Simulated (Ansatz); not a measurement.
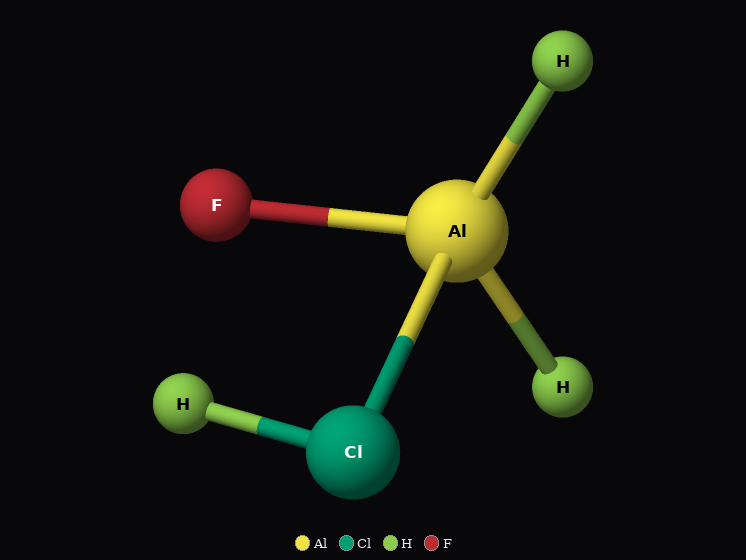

Harmonic vibrations computed with RKS PBE0-D4/def2-TZVP (Ansatz 0.2.0) at a stationary point of the same level.

> Minimum or transition state?

A minimum: no imaginary frequency, and the lowest mode lies at 138 cm⁻¹.

> List the wavenumbers.

12 modes: 138, 173, 216, 354, 404, 545, 656, 745, 806, 1952, 1959, 2899 cm⁻¹.
